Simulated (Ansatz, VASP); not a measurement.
## KCeS2: VASP beside Ansatz

Aim: how closely do two programs agree when they are given the same cell, functional and k mesh? The cell is taken from a series of VASP runs on this material, whose earlier steps may have relaxed, scaled or displaced it; both programs get it as it stands. Other levels of theory on this material are compared in a session of their own. Valence electrons are named where the data sets of a main pair hold unlike numbers.

Method: plane waves, with VASP 6.6.1 beside it; band structure at PBEsol, DFT+U, in Ansatz 0.2.0.

In doubt: a part-filled 4f shell, where there is one, can sit in one of many states (step 3), so energies may not be the lowest and differences between runs may mislead; derivatives with an open 4f shell can jump between states (step 3), which bears on forces and vibrations.

## 1. The starting structure

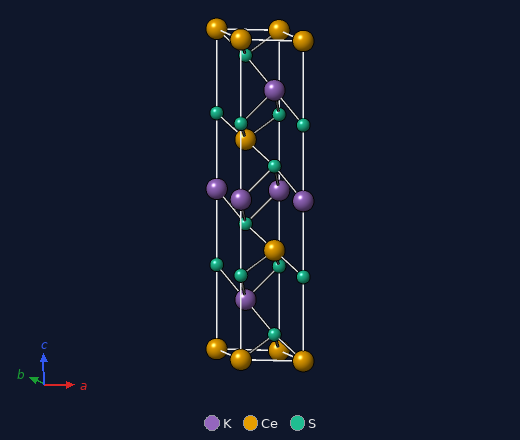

The cell as given, slightly off an axis (potassium purple, cerium orange, sulfur teal). This picture shows the conventional cell, with its axes. Bonds to atoms that aren't drawn are left out. Some periodic images of atoms are drawn too.

Coordinates:

```xyz
4
Lattice="2.1041 1.2148 7.2583 -2.1041 1.2148 7.2583 0.0000 -2.4296 7.2583" Properties=species:S:1:pos:R:3 pbc="T T T"
K     0.0000    0.0000   10.8875
Ce    0.0000    0.0000    0.0000
S     0.0000    0.0000    5.7261
S     0.0000    0.0000   16.0489
```

## 2. VASP: band structure, PBEsol, DFT+U

With cell and atoms fixed, the geometry can't cause a difference; cores, projectors, grids and the points listed under the comparison can.

Lines of VASP's logs that name or quote its potential files are left out, and so is its time.

Contents of INCAR:

```
SYSTEM = KCeS2
PREC = Accurate
ENCUT = 400
EDIFF = 1E-06
NELM = 150
ISMEAR = 0
SIGMA = 0.05
LREAL = .FALSE.
ALGO = Normal
GGA = PS
NBANDS = 33
ISPIN = 2
MAGMOM = -0 0.992 -0.01 -0.01
LDAU = .TRUE.
LDAUTYPE = 2
LDAUL = -1 3 -1
LDAUU = 0 6 0
LDAUJ = 0 0 0
LDAUPRINT = 1
LASPH = .TRUE.
LMAXMIX = 6
AMIX = 0.2
BMIX = 1E-04
AMIX_MAG = 0.8
BMIX_MAG = 1E-04
LORBIT = 11
LWAVE = .FALSE.
LCHARG = .FALSE.
KPAR = 8
```

Contents of POSCAR:

```
KCeS2
1.0
    2.1041055605      1.2148059118      7.2583261421
   -2.1041055605      1.2148059118      7.2583261421
    0.0000000000     -2.4296118235      7.2583261421
K Ce S
1 1 2
Direct
    0.5000000000      0.5000000000      0.5000000000
    0.0000000000      0.0000000000      0.0000000000
    0.2629669045      0.2629669045      0.2629669045
    0.7370330955      0.7370330955      0.7370330955
```

Contents of KPOINTS:

```
Automatic mesh
0
Gamma
7 7 7
0 0 0
```

Contents of KPOINTS_OPT:

```
Line mode
16
Line-mode
Reciprocal
  0.00000000   0.00000000   0.00000000 GAMMA
  0.50000000   0.00000000   0.00000000 L

  0.50000000   0.00000000   0.00000000 L
  0.50000000   0.18534119  -0.18534119 B1

  0.81465881   0.50000000   0.18534119 B
  0.50000000   0.50000000   0.50000000 Z

  0.50000000   0.50000000   0.50000000 Z
  0.00000000   0.00000000   0.00000000 GAMMA

  0.00000000   0.00000000   0.00000000 GAMMA
  0.34267060   0.00000000  -0.34267060 X

  0.65732940   0.34267060   0.00000000 Q
  0.50000000   0.50000000   0.00000000 F

  0.50000000   0.50000000   0.00000000 F
  0.65732940   0.65732940   0.18534119 P1

  0.65732940   0.65732940   0.18534119 P1
  0.50000000   0.50000000   0.50000000 Z

  0.50000000   0.00000000   0.00000000 L
  0.81465881   0.34267060   0.34267060 P
```

PAW data sets: K_sv, Ce and S (PBE family, release 64).

Launch:

```
$ mpirun -np 8 vasp_std
```

Numbers of over 12 decimals in the logs are rounded to 6 here.

The log of the run:

```text
[banner, memory and clock lines left out]
running    8 mpi-ranks, on    1 nodes
 distrk:  each k-point on    1 cores,    8 groups
 distr:  one band on    1 cores,    1 groups

 POSCAR found type information on POSCAR K CeS
 POSCAR found :  3 types and       4 ions
|                                                                             |
|           W    W    AA    RRRRR   N    N  II  N    N   GGGG   !!!           |
|           W    W   A  A   R    R  NN   N  II  NN   N  G    G  !!!           |
|           W    W  A    A  R    R  N N  N  II  N N  N  G       !!!           |
|           W WW W  AAAAAA  RRRRR   N  N N  II  N  N N  G  GGG   !            |
|           WW  WW  A    A  R   R   N   NN  II  N   NN  G    G                |
|           W    W  A    A  R    R  N    N  II  N    N   GGGG   !!!           |
|                                                                             |
|     For optimal performance we recommend to set                             |
|       NCORE = 2 up to number-of-cores-per-socket                            |
|     NCORE specifies how many cores store one orbital (NPAR=cpu/NCORE).      |
|     This setting can greatly improve the performance of VASP for DFT.       |
|     The default, NCORE=1 might be grossly inefficient on modern             |
|     multi-core architectures or massively parallel machines. Do your        |
|     Unfortunately you need to use the default for GW and RPA                |
|     calculations (for HF NCORE is supported but not extensively tested      |
|     yet).                                                                   |
|                                                                             |

|                                                                             |
|               ----> ADVICE to this user running VASP <----                  |
|                                                                             |
|     You enforced a specific xc type in the INCAR file but a different       |
|     [... a line on the potential file left out ...]
|     I HOPE YOU KNOW WHAT YOU ARE DOING!                                     |
|                                                                             |

 LDA part: xc-table for (Slater+PW92), standard interpolation
 POSCAR, INCAR and KPOINTS ok, starting setup
 FFT: planning ... GRIDC
 FFT: planning ... GRID_SOFT
 FFT: planning ... GRID
 WAVECAR not read
 entering main loop
       N       E                     dE             d eps       ncg     rms          rms(c)
DAV:   1     0.284466596820E+03    0.28447E+03   -0.10745E+04  5808   0.808E+02
DAV:   2     0.147226302988E+02   -0.26974E+03   -0.23273E+03  6483   0.223E+02
DAV:   3    -0.208947860029E+02   -0.35617E+02   -0.34895E+02  7504   0.885E+01
DAV:   4    -0.230014662199E+02   -0.21067E+01   -0.20977E+01  8999   0.175E+01
DAV:   5    -0.231047461725E+02   -0.10328E+00   -0.10314E+00  9583   0.360E+00    0.113E+01
DAV:   6    -0.209296486233E+02    0.21751E+01   -0.34209E+00  7983   0.900E+00    0.668E+00
DAV:   7    -0.210123684530E+02   -0.82720E-01   -0.10730E+00  9468   0.370E+00    0.633E+00
DAV:   8    -0.213834824231E+02   -0.37111E+00   -0.24041E+00  8824   0.453E+00    0.557E+00
DAV:   9    -0.222800632439E+02   -0.89658E+00   -0.65163E-01  9341   0.254E+00    0.455E+00
DAV:  10    -0.223272167863E+02   -0.47154E-01   -0.75458E-01  9092   0.519E+00    0.237E+00
DAV:  11    -0.228575054568E+02   -0.53029E+00   -0.10819E-01  9544   0.270E+00    0.112E+00
DAV:  12    -0.228763126119E+02   -0.18807E-01   -0.14926E-02  8372   0.768E-01    0.649E-01
DAV:  13    -0.228759714237E+02    0.34119E-03   -0.26252E-02  7933   0.980E-01    0.242E-01
DAV:  14    -0.228770723071E+02   -0.11009E-02   -0.18347E-03  7751   0.188E-01    0.182E-01
DAV:  15    -0.228792540851E+02   -0.21818E-02   -0.52873E-04  9232   0.166E-01    0.111E-01
DAV:  16    -0.228803417769E+02   -0.10877E-02   -0.22829E-04  9108   0.125E-01    0.707E-02
DAV:  17    -0.228810054941E+02   -0.66372E-03   -0.32281E-04  8722   0.169E-01    0.373E-02
DAV:  18    -0.228811128479E+02   -0.10735E-03   -0.11356E-04  8636   0.497E-02    0.328E-02
DAV:  19    -0.228812802895E+02   -0.16744E-03   -0.46425E-05  8084   0.870E-02    0.270E-02
DAV:  20    -0.228814415193E+02   -0.16123E-03   -0.12635E-04  8547   0.138E-01    0.222E-02
DAV:  21    -0.228815171218E+02   -0.75603E-04   -0.91852E-05  8797   0.726E-02    0.146E-02
DAV:  22    -0.228815439440E+02   -0.26822E-04   -0.33786E-05  8529   0.704E-02    0.931E-03
DAV:  23    -0.228815524115E+02   -0.84675E-05   -0.12139E-05  6994   0.182E-02    0.364E-03
DAV:  24    -0.228815532478E+02   -0.83629E-06   -0.11961E-06  6746   0.870E-03
   1 F= -.22881553E+02 E0= -.22881553E+02  d E =-.451181E-13  mag=     1.0000
 Start KPOINTS_OPT (optional k-point list driver)
k-point batch [1-44\144]
       N       E                     dE             ncg
DAV:   1     0.112589867929E+04   -0.27814E+05     5816
DAV:   2    -0.103120770020E+05   -0.11438E+05     6487
DAV:   3    -0.117838619012E+05   -0.14718E+04     7404
DAV:   4    -0.118783809795E+05   -0.94519E+02     9271
DAV:   5    -0.118829528934E+05   -0.45719E+01     9415
DAV:   6    -0.118830700550E+05   -0.11716E+00     9088
DAV:   7    -0.118830736998E+05   -0.36447E-02     9526
DAV:   8    -0.118830741993E+05   -0.49949E-03     9712
DAV:   9    -0.118830742123E+05   -0.13028E-04     7896
DAV:  10    -0.118830742128E+05   -0.53965E-06     5176
[...]
k-point batch [133-144\144]
       N       E                     dE             ncg
DAV:   1     0.218332547916E+05   -0.99384E+04     1584
DAV:   2     0.187278554252E+05   -0.31054E+04     1765
DAV:   3     0.183295830813E+05   -0.39827E+03     2018
DAV:   4     0.183045264063E+05   -0.25057E+02     2528
DAV:   5     0.183031778242E+05   -0.13486E+01     2624
DAV:   6     0.183031523995E+05   -0.25425E-01     2472
DAV:   7     0.183031515050E+05   -0.89457E-03     2592
DAV:   8     0.183031513864E+05   -0.11856E-03     2656
DAV:   9     0.183031513830E+05   -0.34315E-05     2080
DAV:  10     0.183031513828E+05   -0.13571E-06     1456
```

OUTCAR, selected parts (step 2):

```text
ion  position               nearest neighbor table
   1  0.500  0.500  0.500-   3 3.21   4 3.21   3 3.21   3 3.21   4 3.21   4 3.21
   2  0.000  0.000  0.000-   4 2.87   4 2.87   3 2.87   3 2.87   4 2.87   3 2.87
   3  0.263  0.263  0.263-   2 2.87   2 2.87   2 2.87   1 3.21   1 3.21   1 3.21
   4  0.737  0.737  0.737-   2 2.87   2 2.87   2 2.87   1 3.21   1 3.21   1 3.21

  LATTYP: Found a trigonal (rhomboedric) cell.
 ALAT       =     7.6541695825
 COS(alpha) =     0.8488636660

 Subroutine GETGRP returns: Found 12 space group operations
 (whereof 12 operations were pure point group operations)

The static configuration has the point symmetry D_3d.

 Found     44 irreducible k-points:

   k-points           NKPTS =     44   k-points in BZ     NKDIM =     44   number of bands    NBANDS=     33

   dimension x,y,z NGX =    50 NGY =   50 NGZ =   50
   dimension x,y,z NGXF=   100 NGYF=  100 NGZF=  100

   ENCUT  =  400.0 eV  29.40 Ry    5.42 a.u.  12.48 12.48 12.48*2*pi/ulx,y,z

   NELECT =      33.0000    total number of electrons

 k-points in reciprocal lattice and weights: Automatic mesh
   0.00000000  0.00000000  0.00000000       0.003
   0.14285714 -0.00000000 -0.00000000       0.017
   0.28571429 -0.00000000 -0.00000000       0.017
   0.42857143 -0.00000000 -0.00000000       0.017
   0.14285714  0.14285714 -0.00000000       0.017
   0.28571429  0.14285714 -0.00000000       0.035
   0.42857143  0.14285714 -0.00000000       0.035
  -0.42857143  0.14285714  0.00000000       0.035
  -0.28571429  0.14285714  0.00000000       0.035
[...]
0.42857143  0.42857143  0.42857143       0.006
  -0.42857143  0.42857143  0.42857143       0.017

atom =   2  type =  2  l = 3

 onsite density matrix

spin component  1

  0.4319  0.0000  0.0000  0.4773 -0.0000  0.0000  0.0000
  0.0000  0.0120 -0.0000 -0.0000  0.0030  0.0000 -0.0000
  0.0000 -0.0000  0.0048  0.0000 -0.0000  0.0030 -0.0000
  0.4773 -0.0000  0.0000  0.5699 -0.0000  0.0000  0.0000
 -0.0000  0.0030 -0.0000 -0.0000  0.0048  0.0000  0.0000
  0.0000  0.0000  0.0030  0.0000  0.0000  0.0120  0.0000
  0.0000 -0.0000 -0.0000  0.0000  0.0000  0.0000  0.0047

spin component  2

  0.0096  0.0000 -0.0000 -0.0077 -0.0000  0.0000  0.0000
  0.0000  0.0103 -0.0000 -0.0000  0.0024 -0.0000 -0.0000
 -0.0000 -0.0000  0.0043  0.0000 -0.0000  0.0024 -0.0000
 -0.0077 -0.0000  0.0000  0.0064 -0.0000  0.0000  0.0000
 -0.0000  0.0024 -0.0000 -0.0000  0.0043  0.0000  0.0000
  0.0000 -0.0000  0.0024  0.0000  0.0000  0.0103  0.0000
  0.0000 -0.0000 -0.0000  0.0000  0.0000  0.0000  0.0044

 occupancies and eigenvectors

  o =  0.0002  v =  0.0000  0.0000  0.0000  0.0000  0.0000  0.0000  0.0000 -0.6329  0.0000 -0.0000 -0.7742 -0.0000  0.0000  0.0000      0.0000  0.0000  0.0000  0.0000  0.0000  0.0000  0.0000  0.0000  0.0000  0.0000  0.0000  0.0000  0.0000  0.0000
  o =  0.0035  v =  0.0000  0.0000  0.0000  0.0000  0.0000  0.0000  0.0000 -0.0000 -0.3342 -0.0000 -0.0000  0.9425  0.0000 -0.0000      0.0000  0.0000  0.0000  0.0000  0.0000  0.0000  0.0000  0.0000  0.0000  0.0000  0.0000  0.0000  0.0000  0.0000
  o =  0.0035  v =  0.0000  0.0000  0.0000  0.0000  0.0000  0.0000  0.0000  0.0000  0.0000 -0.9425  0.0000 -0.0000  0.3342 -0.0000      0.0000  0.0000  0.0000  0.0000  0.0000  0.0000  0.0000  0.0000  0.0000  0.0000  0.0000  0.0000  0.0000  0.0000
[...]
o =  0.0047  v = -0.0000  0.0000  0.0000 -0.0000 -0.0000 -0.0000 -1.0000  0.0000  0.0000  0.0000  0.0000  0.0000  0.0000  0.0000      0.0000  0.0000  0.0000  0.0000  0.0000  0.0000  0.0000  0.0000  0.0000  0.0000  0.0000  0.0000  0.0000  0.0000
  o =  0.0111  v =  0.0000  0.0000  0.0000  0.0000  0.0000  0.0000  0.0000  0.0000 -0.0000  0.3342  0.0000 -0.0000  0.9425  0.0000      0.0000  0.0000  0.0000  0.0000  0.0000  0.0000  0.0000  0.0000  0.0000  0.0000  0.0000  0.0000  0.0000  0.0000
  o =  0.0111  v =  0.0000  0.0000  0.0000  0.0000  0.0000  0.0000  0.0000  0.0000  0.9425  0.0000  0.0000  0.3342  0.0000 -0.0000      0.0000  0.0000  0.0000  0.0000  0.0000  0.0000  0.0000  0.0000  0.0000  0.0000  0.0000  0.0000  0.0000  0.0000
  o =  0.0131  v = -0.0000  0.0000 -0.3390  0.0000  0.0000 -0.9408 -0.0000  0.0000  0.0000  0.0000  0.0000  0.0000  0.0000  0.0000      0.0000  0.0000  0.0000  0.0000  0.0000  0.0000  0.0000  0.0000  0.0000  0.0000  0.0000  0.0000  0.0000  0.0000
  o =  0.0131  v = -0.0000 -0.9408 -0.0000  0.0000 -0.3390 -0.0000  0.0000  0.0000  0.0000  0.0000  0.0000  0.0000  0.0000  0.0000      0.0000  0.0000  0.0000  0.0000  0.0000  0.0000  0.0000  0.0000  0.0000  0.0000  0.0000  0.0000  0.0000  0.0000
  o =  0.0158  v =  0.0000  0.0000  0.0000  0.0000  0.0000  0.0000  0.0000 -0.7742 -0.0000  0.0000  0.6329  0.0000  0.0000  0.0000      0.0000  0.0000  0.0000  0.0000  0.0000  0.0000  0.0000  0.0000  0.0000  0.0000  0.0000  0.0000  0.0000  0.0000
  o =  0.0187  v = -0.7560  0.0000  0.0000  0.6546  0.0000  0.0000  0.0000  0.0000  0.0000  0.0000  0.0000  0.0000  0.0000  0.0000      0.0000  0.0000  0.0000  0.0000  0.0000  0.0000  0.0000  0.0000  0.0000  0.0000  0.0000  0.0000  0.0000  0.0000
  o =  0.9832  v = -0.6546 -0.0000 -0.0000 -0.7560  0.0000 -0.0000 -0.0000  0.0000  0.0000  0.0000  0.0000  0.0000  0.0000  0.0000      0.0000  0.0000  0.0000  0.0000  0.0000  0.0000  0.0000  0.0000  0.0000  0.0000  0.0000  0.0000  0.0000  0.0000

 average (electrostatic) potential at core
       1 -33.3010       2 -79.6140       3 -87.0542       4 -87.0542

 E-fermi :   2.5441

 spin component 1
 k-point     1 :       0.0000    0.0000    0.0000
  band No.  band energies     occupation
    ...
     13       0.7217      1.00000
     14       1.2617      1.00000
     15       2.1033      1.00000
     16       2.2951      1.00000
     17       2.2951      1.00000
     18       5.7274      0.00000
     19       5.7274      0.00000
     20       6.2146      0.00000
     21       6.2509      0.00000
     22       7.3647      0.00000
    ...

 k-point     2 :       0.1429   -0.0000   -0.0000
  band No.  band energies     occupation
    ...
     13       0.8124      1.00000
     14       1.2879      1.00000
     15       1.6857      1.00000
     16       2.1351      1.00000
     17       2.1508      1.00000
     18       5.5818      0.00000
     19       6.0442      0.00000
     20       6.3492      0.00000
     21       6.7645      0.00000
     22       7.0613      0.00000
    ...

 k-point     3 :       0.2857   -0.0000   -0.0000
  band No.  band energies     occupation
    ...
     13       0.9570      1.00000
     14       1.0100      1.00000
     15       1.3423      1.00000
     16       1.9172      1.00000
     17       2.0295      1.00000
     18       5.2807      0.00000
     19       6.5728      0.00000
     20       6.6359      0.00000
     21       6.8537      0.00000
     22       7.3349      0.00000
    ...

 k-point     4 :       0.4286   -0.0000   -0.0000
  band No.  band energies     occupation
    ...
     13       0.9806      1.00000
     14       1.2411      1.00000
     15       1.3618      1.00000
     16       1.6355      1.00000
     17       1.8800      1.00000
     18       5.0731      0.00000
     19       6.7821      0.00000
     20       6.9442      0.00000
     21       7.1121      0.00000
     22       7.3311      0.00000
    ...

 k-point     5 :       0.1429    0.1429   -0.0000
  band No.  band energies     occupation
    ...
     13       0.8309      1.00000
     14       1.2878      1.00000
     15       1.6659      1.00000
     16       2.1001      1.00000
     17       2.1297      1.00000
     18       5.5983      0.00000
     19       6.0208      0.00000
     20       6.3178      0.00000
     21       6.8990      0.00000
     22       7.0490      0.00000
    ...

 k-point     6 :       0.2857    0.1429   -0.0000
  band No.  band energies     occupation
    ...
     13       0.7943      1.00000
     14       1.2958      1.00000
     15       1.3278      1.00000
     16       1.7640      1.00000
     17       2.1123      1.00000
     18       5.6708      0.00000
     19       5.9211      0.00000
     20       6.6944      0.00000
     21       6.9617      0.00000
     22       7.2457      0.00000
    ...

  Total        0.0169526      0.0169526     -0.0022933      0.0000000     -0.0000000      0.0000000
  in kB        0.2439966      0.2439966     -0.0330071      0.0000000     -0.0000000      0.0000000
  external PRESSURE =       0.1516620 kB  Pullay stress =       0.0000000 kB

  energy-cutoff  :      400.00
  volume of cell :      111.32
      direct lattice vectors                 reciprocal lattice vectors
     2.104105560  1.214805912  7.258326142     0.237630663  0.137196127  0.045924271
    -2.104105560  1.214805912  7.258326142    -0.237630663  0.137196127  0.045924271
     0.000000000 -2.429611824  7.258326142     0.000000000 -0.274392255  0.045924271

 POSITION                                       TOTAL-FORCE (eV/Angst)
 -----------------------------------------------------------------------------------
      0.00000      0.00000     10.88749        -0.000000     -0.000000     -0.000000
      0.00000      0.00000      0.00000         0.000000     -0.000000     -0.000000
      0.00000      0.00000      5.72610         0.000000      0.000000      0.000435
      0.00000      0.00000     16.04888         0.000000     -0.000000     -0.000435
 -----------------------------------------------------------------------------------
    total drift:                               -0.000000     -0.000000     -0.000000

  FREE ENERGIE OF THE ION-ELECTRON SYSTEM (eV)
  ---------------------------------------------------
  free  energy   TOTEN  =       -22.8815532478 eV

  energy  without entropy=      -22.8815532478  energy(sigma->0) =      -22.88155325

 total charge
# of ion       s       p       d       f       tot
--------------------------------------------------
    1        1.959   5.568   0.034   0.000   7.561
    2        2.013   5.735   0.664   1.086   9.497
    3        1.319   2.423   0.000   0.000   3.743
    4        1.319   2.423   0.000   0.000   3.743
--------------------------------------------------
tot          6.612  16.149   0.697   1.086  24.544

 magnetization (x)
# of ion       s       p       d       f       tot
--------------------------------------------------
    1       -0.000  -0.000  -0.000   0.000  -0.000
    2       -0.002  -0.005   0.010   0.989   0.992
    3       -0.001  -0.009   0.000   0.000  -0.010
    4       -0.001  -0.009   0.000   0.000  -0.010
--------------------------------------------------
tot         -0.004  -0.023   0.010   0.989   0.973

[... 6 further parts left out ...]
```

The cell holds one magnetic atom, so no antiferromagnetic order fits into it. Experiment finds antiferromagnetic order in this phase (below 0.38 K, arxiv:2005.06300), so this ferromagnetic run describes another state. Direct gaps are counted within one spin. DFT+U on an f shell has many metastable occupations, and no search among them was made. The valence top and the conduction bottom belong to opposite spins. The PAW data sets were made with PBE, which is usual practice but a small mismatch for other functionals.

(Continued in part 2 of 2.)

[Lines on the potential files, build, host, timing and source positions are cut from VASP's logs without a mark.]

[Logs are printed without paths, hosts, clocks, repeated set-up lines and the standing remarks that a program may print on its own settings, such as how far it seeks lower states.]

[Hosts, paths, dates, database ids (printed as entryN), source tags and the programs' standing remarks are cut or masked in the printed files.]
